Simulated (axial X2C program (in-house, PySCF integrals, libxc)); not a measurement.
# A two-component session on BrF: properties at the nuclei

Wanted for BrF: properties at the nuclei, at the two-component level.

Program: an in-house X2C program for linear molecules on PySCF integrals. Level of theory: two-component X2C with atomic mean-field terms, Br dyall-cv3z, F dyall-av3z. These are calculated values, not measurements.

## 1. The job

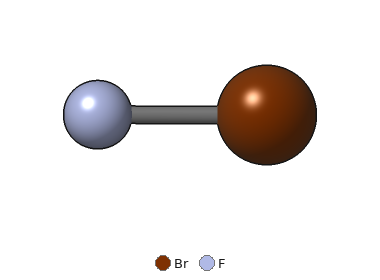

The two atoms at 1.780 Å (bromine brown, fluorine light blue).

task.json reads:

```json
{"zs": [35, 9], "q": 0, "bas": ["dyall-cv3z", "dyall-av3z"], "r0": 1.78, "levels": ["PBE0", "HF", "r2SCAN", "PBE", "PBE50"], "nst": 3}
```

Keys: zs atomic numbers; q charge; bas basis sets; r0 starting distance in Å; levels methods (HF also brings MP2); nst determinants followed.

Launch:

```console
python soeom.py task.json out
```

After this run come: Expectation values, lowest determinant; Expectation values, a higher determinant.

Before running it: what results should come out? Wanted: lowest determinant; qzz Br; qzz F; μ; higher determinant; Eeff magnitude; Ws magnitude Br; A∥/gI Br (for each run or level that gives them).

The runs gave:

```
                                        quantity                                           value
                              lowest determinant                            Ω = 0 (closed shell)
                             qzz Br (a.u.), PBE0                                           15.42
                              qzz F (a.u.), PBE0                                            3.92
                                     μ (D), PBE0                                           -1.44
                              higher determinant  Ω = 2 (excess of +ω over −ω: ω = 1/2, ω = 3/2)
Eeff magnitude (GV/cm), PBE0, higher determinant                                            4.23
 Ws magnitude Br (kHz), PBE0, higher determinant                                           0.987
        A∥/gI Br (MHz), PBE0, higher determinant                                             772
         qzz Br (a.u.), PBE0, higher determinant                                            2.17
```

The expectation values come from single determinants, which for open shells can mix terms of unlike spin or miss the lowest Ω, so a determinant need not be a state. Eeff is the effective electric field on the electron dipole moment in this Ω state and Ws the scalar–pseudoscalar constant (defined with the proton number Z and per Ω); A∥ is the parallel hyperfine constant, which follows by multiplying with the nuclear g factor gI = μI/(I μN); qzz is the electric field gradient, eQq0 = 234.96 MHz × Q/barn × qzz; μ is positive if F is the positive end. The operators were transformed with the bare-nucleus X2C matrices.
